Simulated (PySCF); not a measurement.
**CCl3NOSi (Si(NCO)Cl3): density, localisation and related maps**

Input

```
{"job": {"kind": "nmr", "xc": "PBE0", "basis": "pcSseg-1"}, "charge": 0, "multiplicity": 1}
Si    -0.003431    -0.015806    -0.949422
N      0.007390     0.035550     0.736741
C      0.037218     0.005562     1.936136
O      0.065010    -0.017448     3.097635
Cl     1.912980    -0.031164    -1.634790
Cl    -0.965301     1.622371    -1.679810
Cl    -0.962005    -1.701065    -1.575050
```

Launched as:

```sh
OMP_NUM_THREADS=1 python probes_run.py task.json out
```

Geometry: PBE0-D3(BJ)/def2-SVP.

All numbers below come from PySCF 2.14.0, PBE0/pcSseg-1, SCF density, gas phase, non-relativistic.

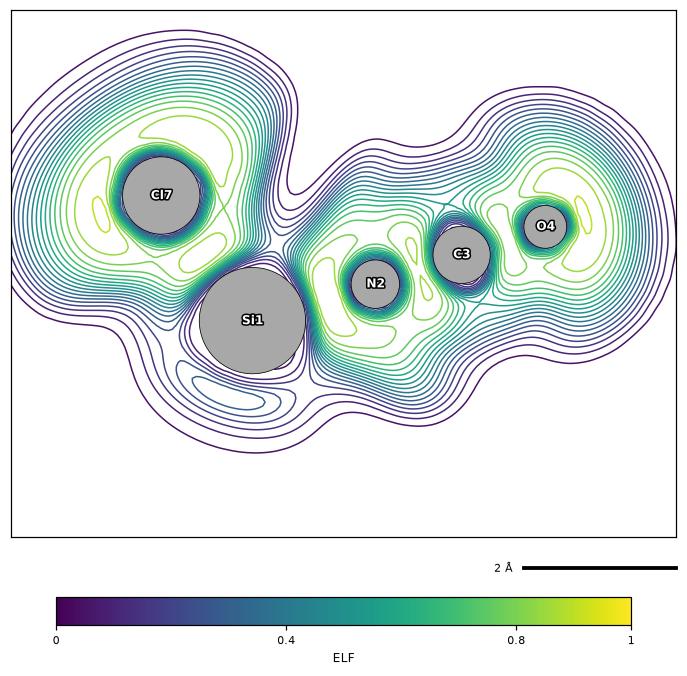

Figure 1. ELF on the plane of atoms N2, Si1 and Cl7. Grey discs cover the atomic cores.

### Interpret the plot.

Atoms in the plane: Si, N, C, O and Cl.
C–O (1.16 Å): the ELF peaks at about 0.85 between the atoms; a multiple bond.
C–N (1.20 Å): the ELF peaks at about 0.85 between the atoms: a short, multiple covalent bond.
Si–N (1.69 Å): the ELF peaks at about 0.90 between the atoms: a shared but strongly polarised pair.
Si–Cl (2.04 Å): the ELF peaks at about 0.90 between the atoms, as expected for a polar covalent bond.
The ELF also peaks beside O4 and Cl7, away from the bonds: lone-pair regions.

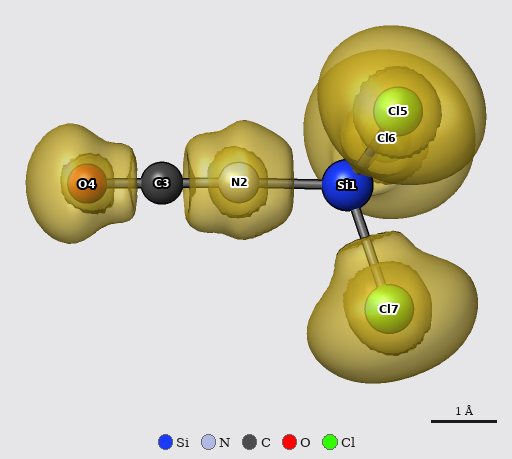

Figure 2. Isosurface of the ELF at 0.75 (yellow), seen across its widest extent. Core shells and regions of very low density are left out.

### Where are the electrons localised?

The ELF exceeds this value in three regions on Cl in which the atom's valence shell and bonds are merged, one region on N in which the atom's valence shell and bonds are merged and one region on O in which the atom's valence shell and bonds are merged.

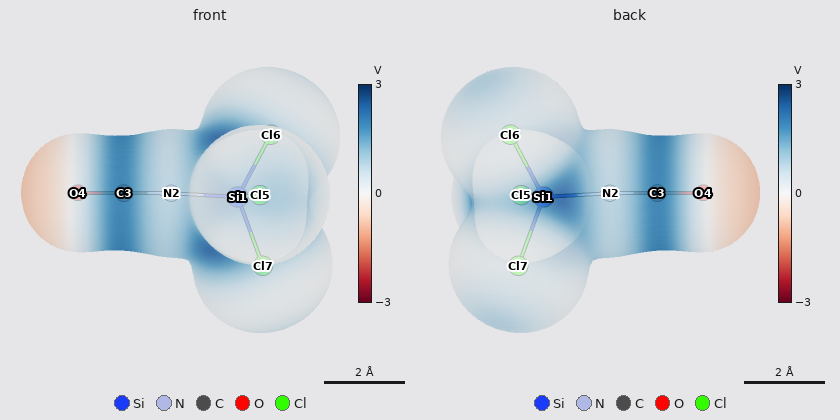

Figure 3. The molecular electrostatic potential painted on the density surface at 0.004 e/bohr³, seen from the front and from behind; red is negative and blue positive.

### Where is the surface potential most negative and most positive?

The most negative region (about −0.7 V, or −16 kcal/mol for a unit charge) lies over O4, the most positive (about +2.4 V, or +55 kcal/mol for a unit charge) over Si1. Cl5 shows a σ-hole: about +0.8 V, or +18 kcal/mol for a unit charge at the tip opposite its bond, against about +0.1 V on its flanks. Cl6 shows a σ-hole: about +0.8 V, or +18 kcal/mol for a unit charge at the tip opposite its bond, against about +0.1 V on its flanks. Cl7 shows a σ-hole: about +0.8 V, or +18 kcal/mol for a unit charge at the tip opposite its bond, against about +0.1 V on its flanks.
